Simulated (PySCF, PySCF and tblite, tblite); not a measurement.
**(CH3)3CCHF2 (C5H10F2): conformers and averaged spectra**

Which conformers does (CH3)3CCHF2 (C5H10F2) (`CC(C)(C)C(F)F`) populate, and what do their averaged NMR parameters look like?

Programs: PySCF 2.14.0 with density-fitted response routines of our own, and tblite 0.8.0. All values are computed, except where a source is named. Atoms count from 0 throughout.

## 1. The molecule as given

17 atoms, charge 0, multiplicity 1; geometry from: MMFF94s geometry.

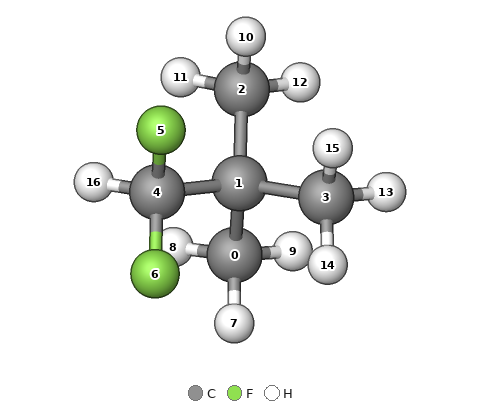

The starting geometry (carbon grey, fluorine green, hydrogen white), atoms numbered.

## 2. GFN2-xTB relaxation, conformer 1

What the job is given:

```
{"job": {"xc": "GFN2-xTB", "basis": "xTB", "kind": "relax"}, "charge": 0, "multiplicity": 1}
C      0.168900    -1.057200     1.116600
C      0.008100    -0.007700    -0.010700
C      1.373000     0.171200    -0.703900
C     -0.429200     1.334200     0.601200
C     -1.032500    -0.496500    -1.007300
F     -1.200600     0.426900    -1.999300
F     -2.238900    -0.635600    -0.417500
H     -0.780000    -1.199000     1.653200
H      0.478500    -2.027500     0.716200
H      0.905100    -0.742900     1.858200
H      1.291800     0.919800    -1.507900
H      1.704200    -0.766600    -1.155000
H      2.129900     0.511400     0.005400
H      0.309400     1.689200     1.335600
H     -1.393000     1.238700     1.128700
H     -0.543200     2.098600    -0.148800
H     -0.758600    -1.445100    -1.474700
```

Launch:

```console
$ OMP_NUM_THREADS=1 python ens_run.py task.json out
```

The driver reads the study from task.json and runs its stages one after another.

The program printed:

```text
step      E/eV     max force
  0    -688.08268    1.311
  1    -688.11999    0.448
  2    -688.12803    0.196
  3    -688.13086    0.110
  4    -688.13291    0.099
  5    -688.13430    0.085
  6    -688.13526    0.091
  7    -688.13596    0.071
  8    -688.13633    0.047
  9    -688.13649    0.035
 10    -688.13649    0.035
 11    -688.13655    0.029
 12    -688.13672    0.021
 13    -688.13677    0.020
 14    -688.13691    0.027
 15    -688.13700    0.028
 16    -688.13709    0.022
 17    -688.13716    0.019
 18    -688.13723    0.017
 19    -688.13726    0.012
 20    -688.13727    0.007
 21    -688.13728    0.007
 22    -688.13728    0.008
 23    -688.13729    0.011
 24    -688.13730    0.009
 25    -688.13731    0.006
 26    -688.13732    0.007
 27    -688.13733    0.010
 28    -688.13735    0.017
 29    -688.13737    0.019
 30    -688.13740    0.015
 31    -688.13742    0.009
 32    -688.13744    0.007
 33    -688.13744    0.006
 34    -688.13745    0.004
 35    -688.13745    0.004
```

Run time: 0.19 s. Hardware: 1 thread of AMD EPYC 7B13, shared host.

The energy fell by 0.055 eV, and the atoms moved 0.03 Å (root mean square).

## 3. Shieldings, conformer 1: KT2/pcSseg-1 in cyclohexane

What the job is given:

```
{"job": {"xc": "KT2", "basis": "pcSseg-1", "solvent": "cyclohexane", "kind": "nmr", "pop": true}, "charge": 0, "multiplicity": 1}
C      0.157073    -1.057879     1.117874
C      0.032459     0.002785     0.022503
C      1.363417     0.173134    -0.712209
C     -0.423093     1.336095     0.619180
C     -1.014202    -0.478270    -0.991239
F     -1.193941     0.422250    -1.989836
F     -2.232085    -0.636911    -0.415083
H     -0.798881    -1.206909     1.614328
H      0.482372    -2.008602     0.700315
H      0.885802    -0.738622     1.858125
H      1.264674     0.898854    -1.516005
H      1.693888    -0.772182    -1.137901
H      2.123697     0.524437    -0.019779
H      0.309141     1.690246     1.340034
H     -1.380037     1.218586     1.122403
H     -0.532903     2.083454    -0.163249
H     -0.744379    -1.438435    -1.459370
```

The program printed:

```text
coarse grid: 13808 points
cycle   1  E = -401.9563359871  dE =  5.775e-01  |g| = 9.315e-01  |ddm| = 3.384e+00
cycle   2  E = -401.6919451064  dE =  2.644e-01  |g| = 1.563e+00  |ddm| = 1.825e+00
cycle   3  E = -402.1108040049  dE = -4.189e-01  |g| = 1.318e-01  |ddm| = 1.229e+00
cycle   4  E = -402.1141417856  dE = -3.338e-03  |g| = 5.299e-02  |ddm| = 1.487e-01
cycle   5  E = -402.1147765567  dE = -6.348e-04  |g| = 1.165e-02  |ddm| = 5.667e-02
cycle   6  E = -402.1148057692  dE = -2.921e-05  |g| = 4.183e-03  |ddm| = 1.504e-02
cycle   7  E = -402.1148093984  dE = -3.629e-06  |g| = 5.527e-04  |ddm| = 3.518e-03
final grid: 132968 points
cycle   8  E = -402.2047891452  dE = -1.954e-04  |g| = 3.566e-02  |ddm| = 6.816e-02
cycle   9  E = -402.2043195114  dE =  4.696e-04  |g| = 6.453e-02  |ddm| = 7.188e-02
cycle  10  E = -402.2049860461  dE = -6.665e-04  |g| = 1.961e-03  |ddm| = 4.899e-02
cycle  11  E = -402.2049868810  dE = -8.349e-07  |g| = 4.629e-04  |ddm| = 1.963e-03
cycle  12  E = -402.2049869285  dE = -4.749e-08  |g| = 4.677e-05  |ddm| = 4.238e-04
cycle  13  E = -402.2049869288  dE = -3.469e-10  |g| = 2.767e-05  |ddm| = 6.768e-05
converged SCF energy = -402.2049869288

GIAO shielding tensors (ppm)
atom      isotropic    diamagn.    paramagn.     s11        s22        s33       span
  0 C      159.860     248.567     -88.708    144.383    147.710    187.486     43.103
  1 C      144.710     248.525    -103.815    137.913    142.142    154.076     16.163
  2 C      159.864     248.567     -88.703    144.401    147.712    187.479     43.078
  3 C      165.445     247.940     -82.495    152.357    154.729    189.249     36.892
  4 C       57.790     243.497    -185.707     37.564     64.788     71.019     33.455
  5 F      307.281     475.421    -168.141    210.754    329.308    381.780    171.027
  6 F      307.276     475.423    -168.147    210.778    329.272    381.777    170.999
  7 H       30.341      31.019      -0.679     26.005     28.791     36.225     10.220
  8 H       30.745      31.148      -0.403     27.032     28.063     37.139     10.107
  9 H       30.737      31.167      -0.430     27.292     28.507     36.412      9.120
 10 H       30.341      31.019      -0.678     26.006     28.792     36.226     10.220
 11 H       30.745      31.147      -0.402     27.032     28.062     37.139     10.106
 12 H       30.738      31.166      -0.428     27.292     28.508     36.413      9.121
 13 H       30.961      31.158      -0.196     27.415     28.870     36.598      9.183
 14 H       30.313      30.849      -0.536     26.068     28.510     36.362     10.294
 15 H       30.313      30.848      -0.535     26.067     28.511     36.362     10.295
 16 H       25.536      30.215      -4.679     23.724     24.616     28.269      4.545
```

It took 18 s on 1 thread of AMD EPYC 7B13, shared host; peak memory 0.81 GiB.

Key values: HOMO -7.50 eV, LUMO 0.55 eV; dipole 2.20 D.

## 4. Single-point energy, conformer 1: PBE0/def2-SVP in cyclohexane

Changed since step 3:

```diff
@@ -1,2 +1,2 @@
-{"job": {"xc": "KT2", "basis": "pcSseg-1", "solvent": "cyclohexane", "kind": "nmr", "pop": true}, "charge": 0, "multiplicity": 1}
+{"job": {"xc": "PBE0", "basis": "def2-SVP", "solvent": "cyclohexane", "kind": "sp"}, "charge": 0, "multiplicity": 1}
 C      0.157073    -1.057879     1.117874
```

The program printed:

```text
coarse grid: 13808 points
cycle   1  E = -395.3757604080  dE =  6.238e-01  |g| = 7.170e-01  |ddm| = 3.924e+00
cycle   2  E = -395.3156188327  dE =  6.014e-02  |g| = 9.473e-01  |ddm| = 1.347e+00
cycle   3  E = -395.4732661532  dE = -1.576e-01  |g| = 6.440e-02  |ddm| = 7.871e-01
cycle   4  E = -395.4739917941  dE = -7.256e-04  |g| = 2.905e-02  |ddm| = 8.651e-02
cycle   5  E = -395.4741936229  dE = -2.018e-04  |g| = 4.551e-03  |ddm| = 3.333e-02
cycle   6  E = -395.4741980639  dE = -4.441e-06  |g| = 1.515e-03  |ddm| = 6.078e-03
final grid: 132968 points
cycle   7  E = -395.5299050055  dE = -4.481e-05  |g| = 9.526e-03  |ddm| = 3.313e-02
cycle   8  E = -395.5298930354  dE =  1.197e-05  |g| = 1.223e-02  |ddm| = 2.216e-02
cycle   9  E = -395.5299274134  dE = -3.438e-05  |g| = 9.606e-04  |ddm| = 1.234e-02
cycle  10  E = -395.5299275793  dE = -1.659e-07  |g| = 2.023e-04  |ddm| = 9.744e-04
cycle  11  E = -395.5299275866  dE = -7.321e-09  |g| = 4.695e-05  |ddm| = 1.855e-04
cycle  12  E = -395.5299275870  dE = -4.665e-10  |g| = 1.630e-05  |ddm| = 5.766e-05
converged SCF energy = -395.5299275870
```

Run time: 6.8 s. Hardware: 1 thread of AMD EPYC 7B13, shared host; peak memory 0.73 GiB.

This run: HOMO -8.85 eV, LUMO 1.80 eV; dipole 2.21 D.

## 5. Couplings, conformer 1: B3LYP/pcJ-1+6-31G*

Changed since step 4:

```diff
@@ -1,2 +1,2 @@
-{"job": {"xc": "PBE0", "basis": "def2-SVP", "solvent": "cyclohexane", "kind": "sp"}, "charge": 0, "multiplicity": 1}
+{"job": {"xc": "B3LYP", "basis": {"default": "6-31G*", "H": "pcJ-1", "F": "pcJ-1"}, "nuclei": ["H", "F", "P", "Si", "B"], "kind": "j"}, "charge": 0, "multiplicity": 1}
 C      0.157073    -1.057879     1.117874
```

The program printed:

```text
coarse grid: 13808 points
cycle   1  E = -396.1773247628  dE =  6.192e-01  |g| = 7.835e-01  |ddm| = 3.174e+00
cycle   2  E = -396.0836444200  dE =  9.368e-02  |g| = 1.115e+00  |ddm| = 1.151e+00
cycle   3  E = -396.2903049925  dE = -2.067e-01  |g| = 8.217e-02  |ddm| = 6.612e-01
cycle   4  E = -396.2914101238  dE = -1.105e-03  |g| = 3.937e-02  |ddm| = 9.177e-02
cycle   5  E = -396.2917513861  dE = -3.413e-04  |g| = 6.296e-03  |ddm| = 3.739e-02
cycle   6  E = -396.2917598757  dE = -8.490e-06  |g| = 2.130e-03  |ddm| = 7.804e-03
final grid: 132968 points
cycle   7  E = -396.2717416821  dE = -1.138e-04  |g| = 9.861e-03  |ddm| = 2.648e-02
cycle   8  E = -396.2717222406  dE =  1.944e-05  |g| = 1.397e-02  |ddm| = 1.905e-02
cycle   9  E = -396.2717627682  dE = -4.053e-05  |g| = 1.009e-03  |ddm| = 1.147e-02
cycle  10  E = -396.2717629164  dE = -1.482e-07  |g| = 3.697e-04  |ddm| = 8.450e-04
cycle  11  E = -396.2717629432  dE = -2.673e-08  |g| = 5.121e-05  |ddm| = 2.813e-04
cycle  12  E = -396.2717629437  dE = -5.017e-10  |g| = 2.084e-05  |ddm| = 5.762e-05
converged SCF energy = -396.2717629437

Indirect spin-spin couplings (Hz)
  i      j    bonds     total        FC       PSO       DSO        SD
  5 F    6 F    2    249.018    54.740   109.995    -0.385    84.668
  5 F    7 H    4     -2.283    -1.204     0.295    -1.301    -0.073
  5 F    8 H    4     -0.777    -0.446     0.605    -1.118     0.181
  5 F    9 H    4      6.806     7.438     0.765    -1.470     0.073
  5 F   10 H    4      3.072     2.524    -0.592     1.380    -0.239
  5 F   11 H    4      0.431    -0.383     1.343    -0.291    -0.238
  5 F   12 H    4      0.438     0.729     1.047    -1.211    -0.127
  5 F   13 H    4      1.930     2.527     0.764    -1.244    -0.117
  5 F   14 H    4     -0.518    -0.482     0.610    -0.347    -0.299
  5 F   15 H    4      2.165     2.428    -1.475     1.389    -0.177
  5 F   16 H    2     64.014    67.359     0.899    -0.658    -3.587
  6 F    7 H    4      3.047     2.496    -0.592     1.380    -0.237
  6 F    8 H    4      0.431    -0.383     1.343    -0.292    -0.237
  6 F    9 H    4      0.419     0.710     1.047    -1.211    -0.128
  6 F   10 H    4     -2.284    -1.204     0.295    -1.301    -0.073
  6 F   11 H    4     -0.776    -0.444     0.605    -1.118     0.182
  6 F   12 H    4      6.806     7.439     0.765    -1.470     0.073
  6 F   13 H    4      1.931     2.528     0.764    -1.244    -0.117
  6 F   14 H    4      2.164     2.427    -1.476     1.389    -0.176
  6 F   15 H    4     -0.514    -0.478     0.609    -0.346    -0.299
  6 F   16 H    2     63.989    67.332     0.902    -0.659    -3.585
  7 H    8 H    2    -13.505   -13.087     1.769    -2.187         -
  7 H    9 H    2    -14.221   -13.785     1.827    -2.263         -
  7 H   10 H    4      3.342     3.881     1.302    -1.841         -
  7 H   11 H    4     -0.339     0.117     0.998    -1.453         -
  7 H   12 H    4     -0.464     0.005     1.028    -1.497         -
  7 H   13 H    4     -0.408    -0.249     0.258    -0.417         -
  7 H   14 H    4      0.301    -0.133    -1.220     1.654         -
  7 H   15 H    4     -0.455     0.012     1.006    -1.473         -
  7 H   16 H    4     -0.248    -0.125     0.174    -0.297         -
  8 H    9 H    2    -14.114   -13.678     1.882    -2.318         -
  8 H   10 H    4     -0.338     0.117     0.998    -1.453         -
  8 H   11 H    4      0.319    -0.122    -1.125     1.566         -
  8 H   12 H    4     -0.387    -0.231     0.284    -0.439         -
  8 H   13 H    4     -0.424     0.042     1.029    -1.494         -
  8 H   14 H    4     -0.378     0.098     1.024    -1.500         -
  8 H   15 H    4      3.336     3.876     1.313    -1.853         -
  8 H   16 H    4      0.355    -0.135    -1.309     1.799         -
  9 H   10 H    4     -0.465     0.004     1.028    -1.497         -
  9 H   11 H    4     -0.387    -0.231     0.284    -0.439         -
  9 H   12 H    4      0.216    -0.170    -0.971     1.357         -
  9 H   13 H    4      0.260    -0.154    -1.033     1.447         -
  9 H   14 H    4     -0.366    -0.228     0.205    -0.343         -
  9 H   15 H    4     -0.340     0.123     1.011    -1.474         -
  9 H   16 H    4     -0.726    -0.294     0.968    -1.400         -
 10 H   11 H    2    -13.509   -13.091     1.769    -2.187         -
 10 H   12 H    2    -14.222   -13.786     1.827    -2.263         -
 10 H   13 H    4     -0.408    -0.249     0.258    -0.416         -
 10 H   14 H    4     -0.455     0.012     1.006    -1.473         -
 10 H   15 H    4      0.302    -0.132    -1.219     1.653         -
 10 H   16 H    4     -0.248    -0.125     0.174    -0.296         -
 11 H   12 H    2    -14.110   -13.675     1.883    -2.318         -
 11 H   13 H    4     -0.423     0.042     1.029    -1.494         -
 11 H   14 H    4      3.335     3.875     1.313    -1.853         -
 11 H   15 H    4     -0.378     0.097     1.024    -1.500         -
 11 H   16 H    4      0.355    -0.135    -1.310     1.800         -
 12 H   13 H    4      0.260    -0.153    -1.033     1.447         -
 12 H   14 H    4     -0.340     0.123     1.011    -1.474         -
 12 H   15 H    4     -0.366    -0.228     0.205    -0.344         -
 12 H   16 H    4     -0.725    -0.293     0.968    -1.401         -
 13 H   14 H    2    -13.928   -13.502     1.795    -2.221         -
 13 H   15 H    2    -13.919   -13.492     1.795    -2.222         -
 13 H   16 H    4      0.906     1.458     1.343    -1.895         -
 14 H   15 H    2    -14.033   -13.636     1.629    -2.026         -
 14 H   16 H    4     -0.868    -0.330     1.254    -1.792         -
 15 H   16 H    4     -0.868    -0.330     1.254    -1.792         -
```

It took 33 s on 1 thread of AMD EPYC 7B13, shared host; peak memory 1.1 GiB.

In short: HOMO -8.73 eV, LUMO 1.14 eV; dipole 2.15 D.

## 6. The ensemble: properties at KT2/pcSseg-1 in cyclohexane

What the job is given:

```
{"job": {"study": "conf", "smiles": "CC(C)(C)C(F)F", "search": {"seed": 8461, "n_embed": 60, "ff_keep": 14, "window": 3.0, "nmax": 8, "temps": [200, 250, 298.15, 350, 400], "t_ref": 298.15, "order": 0.002}, "level": {"nmr": {"xc": "KT2", "basis": "pcSseg-1", "solvent": "cyclohexane"}, "sp": {"xc": "PBE0", "basis": "def2-SVP", "solvent": "cyclohexane"}, "j": {"xc": "B3LYP", "basis": {"default": "6-31G*", "H": "pcJ-1", "F": "pcJ-1"}, "nuclei": ["H", "F", "P", "Si", "B"]}}, "kind": "conf"}, "charge": 0, "multiplicity": 1}
C      0.157073    -1.057879     1.117874
C      0.032459     0.002785     0.022503
C      1.363417     0.173134    -0.712209
C     -0.423093     1.336095     0.619180
C     -1.014202    -0.478270    -0.991239
F     -1.193941     0.422250    -1.989836
F     -2.232085    -0.636911    -0.415083
H     -0.798881    -1.206909     1.614328
H      0.482372    -2.008602     0.700315
H      0.885802    -0.738622     1.858125
H      1.264674     0.898854    -1.516005
H      1.693888    -0.772182    -1.137901
H      2.123697     0.524437    -0.019779
H      0.309141     1.690246     1.340034
H     -1.380037     1.218586     1.122403
H     -0.532903     2.083454    -0.163249
H     -0.744379    -1.438435    -1.459370
```

The program printed:

```text
conformer  sym    E(xTB)   E(DFT)   G(298.15 K)  weight  dipole/D
    1     Cs      0.000    0.000    0.000   1.0000    2.214

mean shielding (ppm) by class
class atoms           200 K      250 K   298.15 K      350 K      400 K
  0 C  0,2,3        161.723    161.723    161.723    161.723    161.723
  1 C  1             144.71     144.71     144.71     144.71     144.71
  2 C  4              57.79      57.79      57.79      57.79      57.79
  3 F  5,6          307.278    307.278    307.278    307.278    307.278
  4 H  7,8,9         30.582     30.582     30.582     30.582     30.582
  5 H  16            25.536     25.536     25.536     25.536     25.536
```

It took 58 s on 1 thread of AMD EPYC 7B13, shared host. This counts the runs that the step sums up.

The search (ETKDG and KDG, MMFF94s, GFN2-xTB) embedded 60 structures, kept 1 distinct ones after the force field and 1 after xTB; 1 was carried on (window 3.0 kcal/mol at the search's own energies). Energies: PBE0/def2-SVP in cyclohexane with D3(BJ).

Conformer by conformer (298 K):

| no. | group | mirror pair | ΔE xTB | ΔE DFT | ΔG | weight (%) | μ (D) | C0–C1–C4–F5 (°) | A, B, C (GHz) |
| --- | --- | --- | --- | --- | --- | --- | --- | --- | --- |
| 1 | Cs | no | 0.00 | 0.00 | 0.00 | 100.0 | 2.21 | 179 | 3.22, 2.29, 1.92 |

Energies in kcal/mol. ΔG holds xTB vibrations and rotation, symmetry numbers and mirror pairs.

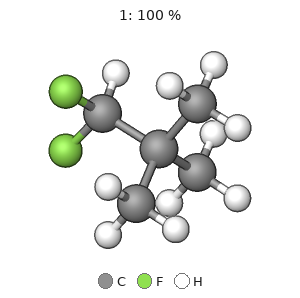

The one conformer.

Shifts against references run at the same level ($^{13}$C TMS 185.9, $^{1}$H TMS 31.61 ppm of shielding), by class of atoms, at 298 K:

| atoms | environment | average |
| --- | --- | --- |
| C4 | sp3 CH bonded to 2 F | 128.1 |
| C1 | quaternary sp3 carbon | 41.2 |
| C0, C2, C3 | methyl carbon | 24.2 |
| H16 | hydrogen on an sp3 CH bonded to 2 F | 6.08 |
| H7, H8, H9 and 6 more | hydrogen on a methyl carbon | 1.03 |
| F5, F6 | fluorine of a CF2 group | 307.3 (σ) |

Couplings (Hz, B3LYP/pcJ-1+6-31G*; one pair named for each class), from conformers that hold 100 % of the weight:

| pair | bonds | average |
| --- | --- | --- |
| F5–F6 | 2 | 249.0 |
| F5–H16 | 2 | 64.0 |
| H7–H8 | 2 | -13.9 |
| F5–H7 | 4 | 1.2 |

Effective distances for nuclear Overhauser effects, ⟨r⁻⁶⟩^(−1/6) over all pairs of two classes (Å): H7···H16 3.05.

## 7. Outcome

```
                                              quantity                                                 value
                                            conformers  1; the first in weight is no. 1 (Cs), 100 % at 298 K
                               root-mean-square dipole                                                2.21 D
averaged $^{13}$C shifts (KT2/pcSseg-1 in cyclohexane)                                 128.1, 41.2, 24.2 ppm
 averaged $^{1}$H shifts (KT2/pcSseg-1 in cyclohexane)                                        6.08, 1.03 ppm
```

**Reading.** The search found one conformer in the window, so the averages are its own values.
